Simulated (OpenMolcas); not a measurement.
GaNH2F2: a line through the functionals

The species is GaNH2F2 (6 atoms), meant as a singlet with charge 0. As SMILES, `[NH2][Ga]([F])[F]`. The coordinates come from a PBE0-D4/def2-TZVP relaxation.

The electronic atomisation energy y, in eV, basis cc-pVDZ; a is the functional's share of exact exchange. Programs: OpenMolcas 26.06.

| functional | program | a | y (eV) |
| --- | --- | --- | --- |
| r2SCAN | OpenMolcas | 0 | 20.48 |
| PBE | OpenMolcas | 0 | 20.97 |
| B3LYP | OpenMolcas | 0.2 | ? |
| PBE0 | OpenMolcas | 0.25 | 20.12 |
| BHLYP | OpenMolcas | 0.5 | 19.11 |

**Question.** Fit y = c + s·a to the known rows and predict B3LYP.

**Answer.** 
1. Means of the 4 rows: a = 0.1875, y = 20.170.
2. Σ(Δa)² = 0.17188, Σ(Δa·Δy) = -0.5425, so the slope is -0.5425/0.17188 = -3.1563.
3. Intercept: 20.170 − (-3.1563) × 0.1875 = 20.762. The largest residual of the fit is 0.28.
4. B3LYP: 20.762 + (-3.1563) × 0.2 = 20.13 eV.

The run gave 20.15 eV, so the prediction is off by -0.02 eV, within the largest residual. The rows mix families of semi-local functionals, which the line can't see.

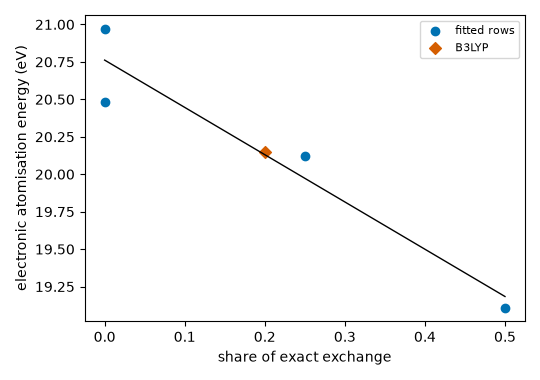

The fitted line, with the withheld row.
